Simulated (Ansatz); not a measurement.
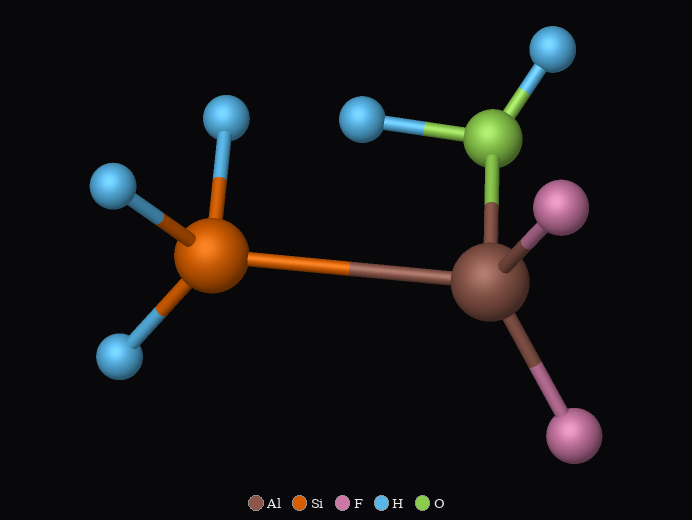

Sticks follow a distance rule. Harmonic vibrations computed with RKS PBE0-D4/def2-SVP (Ansatz 0.2.0) at a stationary point of the same level.

How many imaginary frequencies does it have?

A first-order saddle point: one imaginary frequency, 625i cm⁻¹.

How many vibrational modes are there, and where do they lie?

24 modes: 625i, 109, 139, 189, 213, 248, 299, 383, 398, 422, 679, 761, 803, 881, 909, 917, 934, 1185, 1225, 1546, 1924, 2223, 2237, 3880 cm⁻¹.
